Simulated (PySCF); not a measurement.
# [Cd2Cl]+: structure of the singlet

Aim: relax [Cd2Cl]+ as a singlet from a linear start, check by its vibrations whether the end is a minimum, and collect its spectrum and constants.

Computed with PySCF 2.14.0. Level: PBE0, basis Cl def2-SVP, Cd def2-SVP with ECP28, scalar-relativistic core potentials, no spin–orbit coupling, density fitting.

## Step 1: The system as given

3 atoms, charge 1, spin multiplicity 1.

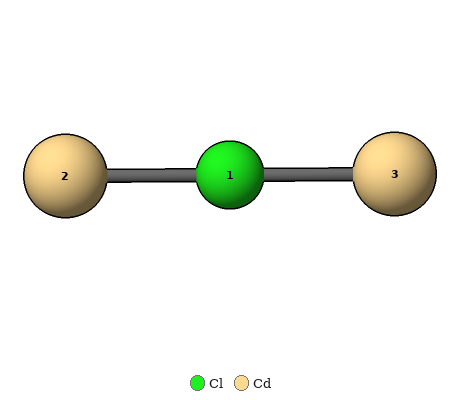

Start geometry, drawn with chlorine green, cadmium orange; atoms are numbered from 1 in the order of the file.

Coordinates in bohr (charge 1 multiplicity 1):
```
Cl    0.0000    0.0000    0.0000
Cd    0.0000    0.0000    4.3520
Cd    0.0000    0.0000   -4.3520
```

## Step 2: Relaxing the singlet from the linear start

One driver script runs all steps and calls PySCF; scf.py shows how it sets up the SCF of each step. The optimiser is the driver's own. Before each start the driver seeks the lowest SCF state from one or more starting densities and follows internal instabilities, so scf.py alone need not reach the same state.

The program finds D∞h symmetry in the start, which this walk keeps. The walk stops when the largest gradient is under 0.0003 Eh/bohr and the energy has settled too.

scf.py reads:

```python
from pyscf import gto, scf, dft
mol = gto.M(atom='''
Cl     0.000000     0.000000     0.000000
Cd     0.000000     0.000000     2.303000
Cd     0.000000     0.000000    -2.303000''',
    basis={'Cl': 'def2-SVP', 'Cd': 'def2-SVP'},
    ecp={'Cd': 'def2-SVP'},
    charge=1, spin=0)
mf = dft.RKS(mol, xc='PBE0')
mf.grids.atom_grid = (50, 194)
aux = {'Cl': 'def2-universal-JKFIT', 'Cd': 'def2-universal-JKFIT'}
mf = mf.density_fit(auxbasis=aux)
mf.kernel()
```

Steps of the walk:

| step | energy (Eh) | change (kJ/mol) | largest symmetric gradient (Eh/bohr) |
| --- | --- | --- | --- |
| 0 | -795.108240 | 0.00 | 0.04216 |
| 1 | -795.119004 | -28.26 | 0.01804 |
| 2 | -795.122027 | -36.20 | 0.00537 |
| 3 | -795.122371 | -37.10 | 0.00091 |
| 4 | -795.122382 | -37.13 | 0.00006 |

The walk took 13 s on 4 threads, shared host.

Geometry (Å) and forces (eV/Å) at some steps:

```
step 0
Cl   0.000   0.000   0.000   0.000   0.000   0.000
Cd   0.000   0.000   2.303   0.000   0.000   2.168
Cd   0.000   0.000  -2.303   0.000   0.000  -2.168
step 1
Cl   0.000   0.000   0.000   0.000   0.000   0.000
Cd   0.000   0.000   2.400   0.000   0.000   0.928
Cd   0.000   0.000  -2.400   0.000   0.000  -0.927
step 2
Cl   0.000   0.000   0.000   0.000   0.000   0.000
Cd   0.000   0.000   2.470   0.000   0.000   0.276
Cd   0.000   0.000  -2.470   0.000   0.000  -0.276
step 3
Cl   0.000   0.000   0.000   0.000   0.000  -0.003
Cd   0.000   0.000   2.499   0.000   0.000   0.048
Cd   0.000   0.000  -2.499   0.000   0.000  -0.045
step 4
Cl   0.000   0.000   0.000   0.000   0.000   0.000
Cd   0.000   0.000   2.505   0.000   0.000   0.003
Cd   0.000   0.000  -2.505   0.000   0.000  -0.003
```

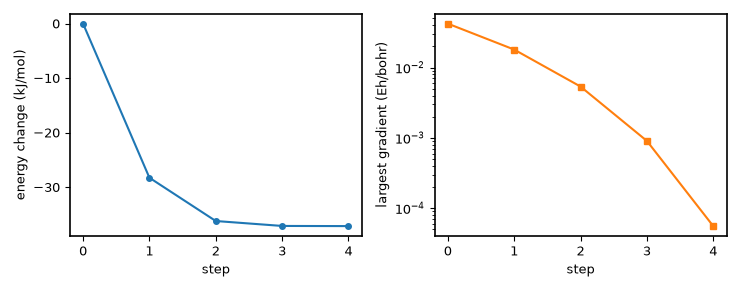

Energy and largest gradient along the walk.

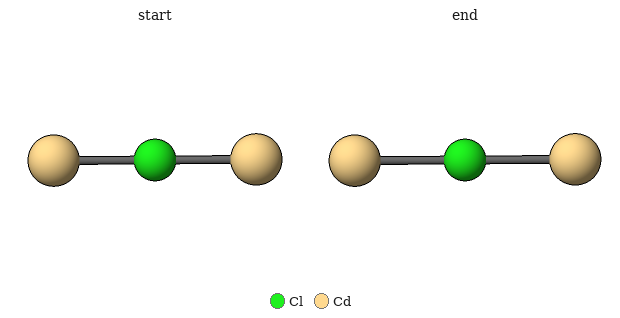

The geometry along the walk, at one scale.

After 4 steps and 37.1 kJ/mol it ends at D∞h: Cl–Cd 2.505 Å (×2); Cd–Cl–Cd 180.0°.

## Step 3: Hessian and properties

On the finer grid the gradient is checked again; gradients at displacements of ±0.01 bohr then give force constants and infrared intensities.

scf.py, as its differences from that of step 2:

```diff
@@ -4,2 +4,2 @@
-Cd     0.000000     0.000000     2.303000
-Cd     0.000000     0.000000    -2.303000''',
+Cd     0.000000     0.000000     2.505347
+Cd    -0.000000     0.000000    -2.505347''',
@@ -10 +10 @@
-mf.grids.atom_grid = (50, 194)
+mf.grids.atom_grid = (75, 302)
```

This SCF starts from the last density.

Log of the central SCF (cycles and frontier levels):

```text
init E= -795.122377779974
  HOMO = -0.394357806886141  LUMO = -0.324631266557894  gap/eV = 1.89736
cycle= 1 E= -795.122377760345  delta_E= 1.96e-08  |g|= 0.000189  |ddm|= 0.000759
  HOMO = -0.394357764271561  LUMO = -0.324631131174272  gap/eV = 1.89736
cycle= 2 E= -795.122377414154  delta_E= 3.46e-07  |g|= 0.000793  |ddm|= 0.00319
  HOMO = -0.394357745794331  LUMO = -0.32463118302303  gap/eV = 1.89736
cycle= 3 E= -795.122377781155  delta_E= -3.67e-07  |g|= 1.08e-06  |ddm|= 0.00258
  HOMO = -0.394357764565534  LUMO = -0.324631213431772  gap/eV = 1.89736
cycle= 4 E= -795.122377781153  delta_E= 2.27e-12  |g|= 5.2e-08  |ddm|= 1.41e-06
  HOMO = -0.394357772621916  LUMO = -0.324631217443802  gap/eV = 1.89736
Extra cycle  E= -795.122377781154  delta_E= -1.59e-12  |g|= 4.84e-08  |ddm|= 1.11e-07
converged SCF energy = -795.122377781154
```

The whole step took 19 s.

Geometry: D∞h; Cl–Cd 2.505 Å (×2); Cd–Cl–Cd 180.0°.

Modes, for the most abundant isotopes:

| symmetry | ω (cm⁻¹) | IR (km/mol) |
| --- | --- | --- |
| πu | 74 | 18.2 |
| σg+ | 130 | 0.0 |
| σu+ | 252 | 48.1 |

Every mode is real; the point is a minimum.

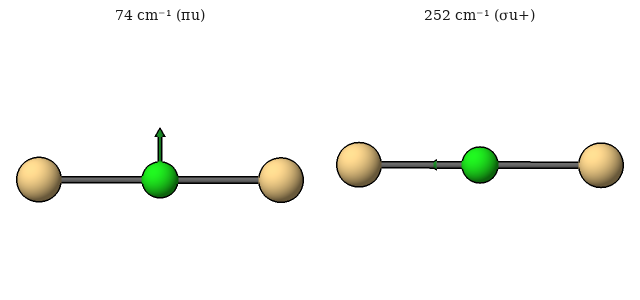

How the atoms move in 2 of the modes.

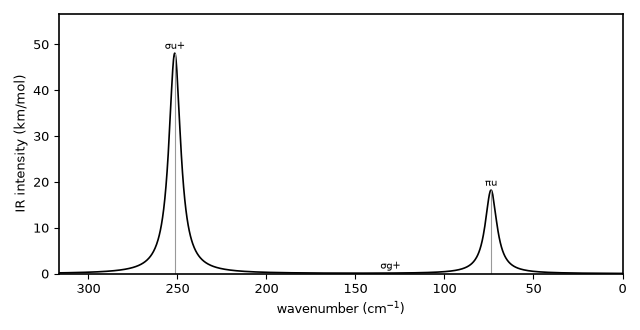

The harmonic infrared spectrum (widths in cm⁻¹). Lines are broadened to a width of 8 cm⁻¹ (Lorentzian).

Properties at this point:

```yaml
Dipole_moment_about_the_centre_of_mass: 0.00 D
Highest_occupied_level: -10.73 eV
Lowest_empty_level: -8.83 eV
Rotational_constants: 0.01179 cm⁻¹
Zero-point_energy: 3.2 kJ/mol
Principal_polarisabilities: 53.1, 53.1, 328.3 bohr³
Principal_traceless_quadrupole_moments_about_the_centre_of_mass: -21.41, -21.41, 42.82 D Å
Entropy_at_298.15_K_and_1_bar: 315.5 J/(mol K)
Heat_capacity_Cp_at_298.15_K: 61.0 J/(mol K)
Enthalpy_at_298.15_K_above_0_K: 15.85 kJ/mol
Rotational_symmetry_number: 2
```

Charges (e) and bond orders:

| atom | Mulliken | Löwdin | polar tensor | Mayer order to Cl1 |
| --- | --- | --- | --- | --- |
| Cl1 | -0.26 | 0.06 | 0.19 | – |
| Cd2,3 | 0.63 | 0.47 | 0.41 | 0.58 |

Outer orbital energies (eV). occupied: -19.82, -19.82, -19.82, -19.72, -15.28, -13.46, -13.46, -10.73; empty: -8.83, -4.65, -4.65, -4.36.

Mulliken populations on Cl1: s 5.95, p 11.30, d 0.01.

## Step 4: Would spin polarisation lower it?

At the lowest minimum the closed shell is tested against spin polarisation, on the (50, 194) grid. It is unstable: an open-shell solution lies lower. That solution was not followed to a minimum here.

## Step 5: Summary of results

| quantity | value |
| --- | --- |
| minimum | singlet, D∞h (closed shell, unstable towards spin polarisation) |
| geometry | Cl–Cd 2.505 Å (×2); Cd–Cl–Cd 180.0° |
| wavenumbers (cm⁻¹) | 74 (πu), 130 (σg+), 252 (σu+) |
| dipole moment (centre of mass) | 0.00 D |
| highest occupied, lowest empty level | -10.73, -8.83 eV |
| polar-tensor charge of Cl1 | +0.19 e |
| zero-point energy | 3.2 kJ/mol |

In words: The linear start keeps its D∞h symmetry and ends in a minimum. The strongest infrared band lies at 252 cm⁻¹ (σu+). Only this shape and spin were tried, so other structures or states may lie lower. The soft modes, below some 90 cm⁻¹, carry numerical noise of tens of cm⁻¹, and the entropy with them. The closed shell proved unstable towards spin polarisation, so a lower open-shell solution exists.

The search up to here took 44 s.
